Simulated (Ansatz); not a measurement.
## Electronic structure of F$_{3}$GeH$_{2}$N···H$_{2}$O in real space

Input file:

```
crystal:
  periodic: [false, false, false]
  atoms:
    - { symbol: Ge, position_ang: [0.0, 0.0, 0.0] }
    - { symbol: O, position_ang: [0.0, 0.0, 2.12] }
    - { symbol: H, position_ang: [-0.9095, -0.2814, 2.4571] }
    - { symbol: F, position_ang: [1.5842, 0.0, -0.5594] }
    - { symbol: F, position_ang: [-0.7913, 1.3709, -0.5594] }
    - { symbol: F, position_ang: [-0.7913, -1.3709, -0.5594] }
    - { symbol: "N", position_ang: [1.1535, -1.7516, 0.6969] }
    - { symbol: H, position_ang: [0.7143, -2.7162, 0.68] }
    - { symbol: H, position_ang: [2.1458, -1.6271, 1.048] }
    - { symbol: H, position_ang: [0.7071, -1.0738, 1.7912] }
basis:
  gaussian: { orbitals: def2-SVP }
hamiltonian:
  xc: pbe0
  dispersion: d4
relax:
  f_tol: 0.15
  max_steps: 25
  restrain:
    - { distance: [0, 6], at: 1.91, k: 30.0 }
    - { distance: [9, 1], at: 1.01, k: 30.0 }
    - { distance: [0, 1], at: 2.97, k: 30.0 }
    - { distance: [9, 6], at: 2.26, k: 30.0 }
output:
  orbitals: {}
```

Launched as:

```sh
ansatz run input.yaml --threads 4 --pin off --max-ram 5120MiB --backend cpu --events-out ev --progress --plain --runs-dir out
```

The fields are those of the run's last geometry, not of the input's.

Not at a stationary point (largest force 1.5 eV/Å).

Method: Ansatz, RKS PBE0-D4/def2-SVP.

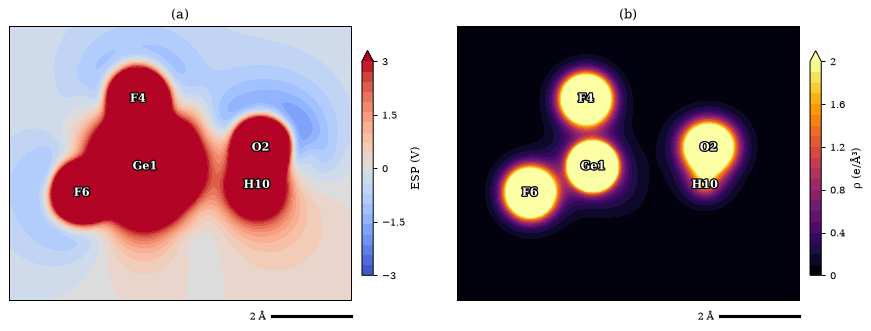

Figure 1. (a) electrostatic potential; (b) total electron density on the plane of atoms F4, Ge1 and F6.

Question: Describe what can be read from this map.

Answer: Atoms in the plane: Ge, O, F and H.
Ge1···O2 (2.96 Å): the density falls to about 0.09 e/Å³ on the way.
Ge–F (1.71 Å): ρ is about 0.98 e/Å³ halfway.
O–H (0.98 Å): ρ at the midpoint is about 3.5 e/Å³.
Outside the dense part of the complex the potential is most negative (−1.8 V) near O2.

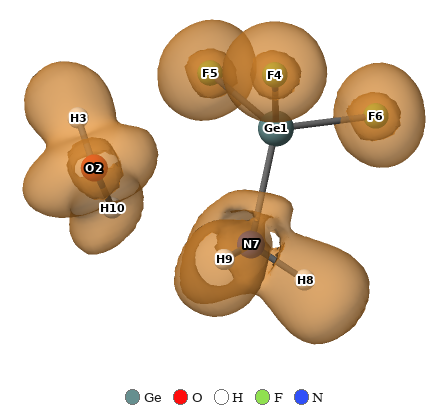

Figure 2. Isosurface of the electron localisation function at 0.75 (orange), seen at a tilt. Only the valence region is drawn (cores and ρ < 0.01 e/Å³ removed).

Question: Identify the bonds, lone pairs and shells in this picture.

Answer: The surface consists of three regions wrapped around F (the valence shell of each), one joined region spread over several atoms (H, N), in which their bonds and any lone pairs are merged and one joined region spread over several atoms (H, O), in which their bonds and any lone pairs are merged. Along the contacts the grid gives the following. Ge1···O2 (2.96 Å): the ELF dips to about 0.05 between them. Ge–F (1.71 Å): the ELF peaks at about 0.80 in the valence shell of F, 0.5 Å from its nucleus, and is about 0.25 at the midpoint.

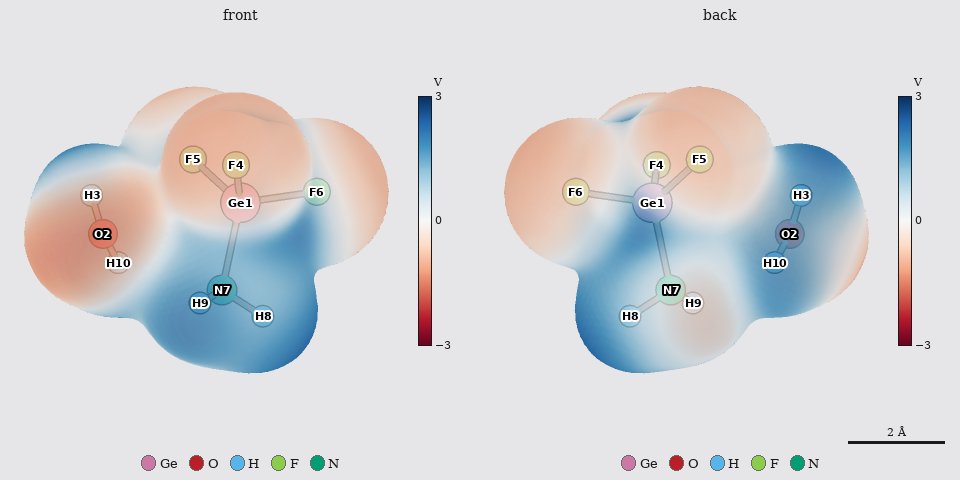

Figure 3. The electrostatic potential painted on the density surface at 0.002 e/bohr³, seen from the front and from behind; red is negative and blue positive.

Question: Describe the electrostatic potential map.

Answer: The most negative region (about −1.4 V) lies over O2, the most positive (about +2.3 V) over H3 and H8. O2 is the likeliest acceptor of a hydrogen bond.

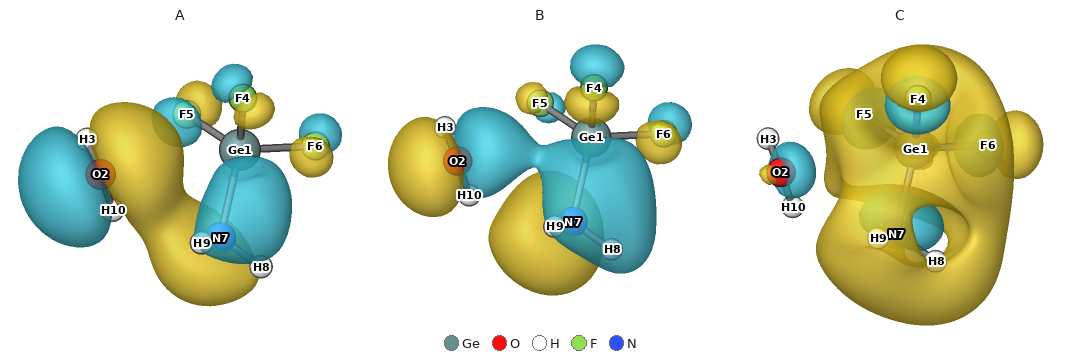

Figure 4. Three frontier orbitals at ±0.06 Å⁻³ᐟ² (yellow and cyan are the two phases), in no order.

Question: Order the three orbitals by energy and name them.

Answer: A is the HOMO−1 (−9.14 eV). It lies mainly on O2 (about 65 %) and N7 (about 20 %). B is the HOMO (−8.83 eV). It lies mainly on N7 (about 55 %), O2 (about 20 %) and Ge1 (about 5 %). C is the LUMO (−0.63 eV). By Hirshfeld shares it lies mainly on Ge1 (about 40 %), N7 (about 15 %), F4 (about 10 %), F5 (about 10 %) and F6 (about 10 %).

Question: What is the HOMO–LUMO gap?

Answer: 8.20 eV between the orbital energies.
